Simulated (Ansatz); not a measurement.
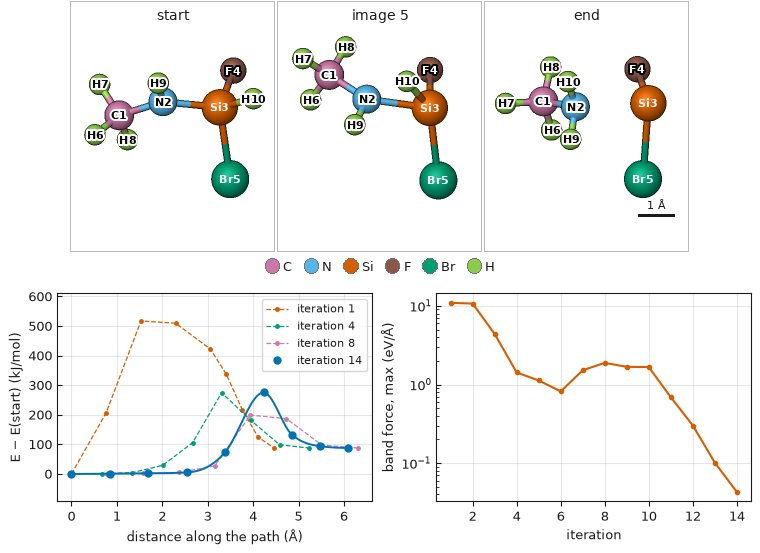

A search for the minimum-energy path of CH5BrFNSi by the nudged elastic band. Images are numbered from 0 (start) to 8 (end). The plot follows the band through its iterations. A ball-and-stick model, seen from a free direction.

These are results of RKS PBE0-D4/def2-SVP in Ansatz 0.2.0, not measurements. Settings: 7 movable images; climbing image; force threshold 0.05 eV/Å; iteration limit 60; spring constant 50.0 eV/Å²; starting path through a guess of the saddle point.

### Did the band converge, and can the barrier be trusted?

The run is converged, with reservations. The band converged in 14 iterations. The largest component of the band force went from 11 to 0.043 eV/Å. The climbing image converged on the top of the path. Its curvatures weren't checked. The spring constant is far from the usual few eV/Å², which spoils the spacing or the steps. The first iteration put the highest image at 517.3 kJ/mol. The highest point, image 5, lies 275.3 kJ/mol above the start and 187.5 kJ/mol above the end; the end is at +87.8 kJ/mol relative to the start.

The run took 2 min on 2 threads of AMD EPYC 9R45 96-Core Processor (Zen 5) (shared host), peak memory 0.35 GiB.
